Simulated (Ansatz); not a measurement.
# PbTe (SMILES [Te][Pb]): CCSD(T)/def2-TZVPP (core potential)

What is the vertical singlet–triplet gap of PbTe at CCSD(T)/def2-TZVPP (core potential)? 

The calculation is run with Ansatz 0.2.0.

3 further runs of the same task are left out: 3 that didn't finish.

## (1) The molecule

The species is PbTe (2 atoms), meant as a singlet with charge 0. As SMILES, `[Te][Pb]`. The coordinates come from a PBE0-D4/def2-TZVP relaxation.

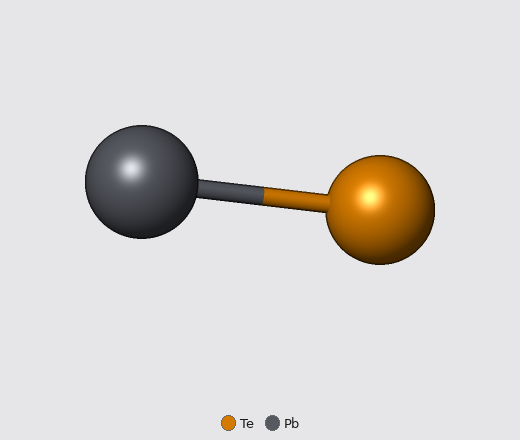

The structure, seen from a chosen angle (tellurium orange, lead dark grey).

## (2) A single-point energy at CCSD(T)/def2-TZVPP (core potential)

molecule.yaml

```yaml
crystal:
  periodic: [false, false, false]
  atoms:
    - {symbol: Te, position_ang: [-0.000000, 0.000000, -0.008980]}
    - {symbol: Pb, position_ang: [0.000000, -0.000000, 2.580890]}
basis:
  gaussian: {orbitals: def2-TZVPP}
scf: {omitted_lower_state_checks: [cluster_reference, increment]}
correlation: {method: ccsd_t, frozen_orbitals: {Pb: 4, Te: 4}}
accuracy: high
```

Launch:

```console
$ ansatz run molecule.yaml --threads 1 --pin off --max-ram 3480MiB --events-out events.jsonl --progress --plain --runs-dir runs
```

The program printed (excerpt; [...] marks lines left out):

```text
Warning: RAYON_NUM_THREADS=1 ignored (pool sized by the plan → 1); use --threads N
Functional definition: HF
  name "HF"
[...]
1756 factors; integrals over basis functions are off by at most 3.4e-9 eV
[...]
mean field -12487.28091125 eV, -458.8991093054 hartree, gradient 4.7e-8 eV, S^2 0.000000; 0 other end points of the search recorded, 0 dependent functions left out; unrestricted orbitals would lower it
8 core orbitals not correlated: weight in the atoms' cores, before any rotation towards them, 1.000 or more for the frozen orbitals, at most 0.000 for the correlated occupied ones
reference -12487.28091125 eV, -458.8991093054 hartree; 15, 15 occupied and 77, 77 virtual orbitals, 1756 factors
second order -23.09680278 eV of doubles, -0.00000000 eV of singles
cycle   1  -20.70316124 eV  change     2.4e0 eV  update   1.6e-1
[...]
cycle  20  -21.45847500 eV  change  -9.8e-11 eV  update   2.4e-9
perturbative correction -0.69494030 eV, -0.0255385851 hartree
Total energy: -12509.43432655 eV, -459.7132323015 hartree
Checks for a lower state left out: cluster_reference, increment
```

It took 15 s on 1 thread of Arm Neoverse V1, shared host; peak memory 0.54 GiB.

## (3) The triplet at the same level

input.yaml

```yaml
basis:
  gaussian:
    orbitals: def2-TZVPP
crystal:
  periodic: [false, false, false]
  atoms:
    - {symbol: Te, position_ang: [-0.000000, 0.000000, -0.008980]}
    - {symbol: Pb, position_ang: [0.000000, -0.000000, 2.580890]}
magnetization:
  spin_polarized: true
  initial_magnetization: 2
correlation:
  method: ccsd_t
  frozen_orbitals: {Pb: 4, Te: 4}
accuracy: high
scf:
  omitted_lower_state_checks: [cluster_reference, increment]
```

Launch:

```console
$ ansatz run input.yaml --threads 1 --pin off --max-ram 3480MiB --events-out events.jsonl --progress --plain --runs-dir runs
```

The program printed (excerpt; [...] marks lines left out):

```text
Warning: RAYON_NUM_THREADS=1 ignored (pool sized by the plan → 1); use --threads N
[... 2 set-up lines as earlier in the session ...]
[...]
1756 factors; integrals over basis functions are off by at most 3.4e-9 eV
[...]
mean field -12486.23348355 eV, -458.8606170473 hartree, gradient 6.9e-9 eV, S^2 2.021287; 16 other end points of the search recorded, 0 dependent functions left out
8 core orbitals not correlated: weight in the atoms' cores, before any rotation towards them, 1.000 or more for the frozen orbitals, at most 0.000 for the correlated occupied ones
reference -12486.23348355 eV, -458.8606170473 hartree; 16, 14 occupied and 76, 78 virtual orbitals, 1756 factors
second order -21.93455642 eV of doubles, -0.00000000 eV of singles
cycle   1  -20.06732149 eV  change     1.9e0 eV  update   1.0e-1
[...]
cycle  24  -20.64777178 eV  change   5.6e-10 eV  update   2.8e-9
perturbative correction -0.48081508 eV, -0.0176696284 hartree
Total energy: -12507.36207041 eV, -459.6370782929 hartree
Checks for a lower state left out: cluster_reference, increment
```

It took 98 s on 1 thread of Arm Neoverse V1, shared host; peak memory 1.1 GiB.

## (4) Results

Level: CCSD(T)/def2-TZVPP (core potential), 8 core orbitals frozen.

| quantity | value |
| --- | --- |
| singlet: total energy | -459.71323 Eh |
| singlet: correlation energy (8 core orbitals frozen) | -814.1 mEh |
| singlet: (T) correction | -25.54 mEh |
| singlet: T1 diagnostic | 0.021 |
| triplet: total energy | -459.63708 Eh |
| triplet: correlation energy (8 core orbitals frozen) | -776.5 mEh |
| triplet: (T) correction | -17.67 mEh |
| triplet: ⟨S²⟩ of the reference determinant | 2.021 |
| triplet: T1 diagnostic | 0.014 |
| vertical energy of the triplet above the singlet | 2.072 eV |

In words: At this shape the triplet lies 2.07 eV (48 kcal/mol) above the singlet. The T1 diagnostic (singlet) of 0.021 is above the customary mark for such species, so a single reference may not serve. The restricted solution (singlet) is unstable to spin breaking: an unrestricted one lies lower. The triples (singlet) make up 3.1 % of the correlation energy. The triples (triplet) make up 2.3 % of the correlation energy.
